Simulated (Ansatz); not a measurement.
# Profile along the Sc–Sc line in Sc (hcp, Mg type)

Sc (hcp, Mg type), conventional cell a = b = 3.277 Å, c = 5.085 Å, α = β = 90.00°, γ = 120.00°. The calculation uses the primitive cell of 2 atoms, to which meshes and values per cell refer.

Fields along a shortest Sc–Sc line of a (-1 1 0 2) plane (3.28 Å), from Sc to Sc, interpolated on the slice's grid (step about 0.3 Å). The numbers are results of PBEsol (plane waves to 420 eV, PAW, scalar-relativistic; Ansatz, a quantum-chemistry and plane-wave program), not measurements. k mesh 16×16×9. Inside the PAW spheres the values are not all-electron values, and peaks at nuclei hang on which shells count as valence. Sc is run without spin polarisation. Sc was relaxed with its symmetry unable to fall. The PAW data are Ansatz's earlier set.

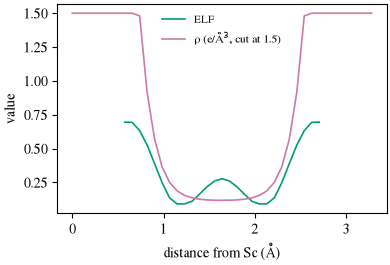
ELF (away from the nuclei) and valence density from Sc to Sc.

Density on the Sc–Sc line (3.28 Å) at its midpoint: 0.12 e/Å³. ELF at that point: 0.28.
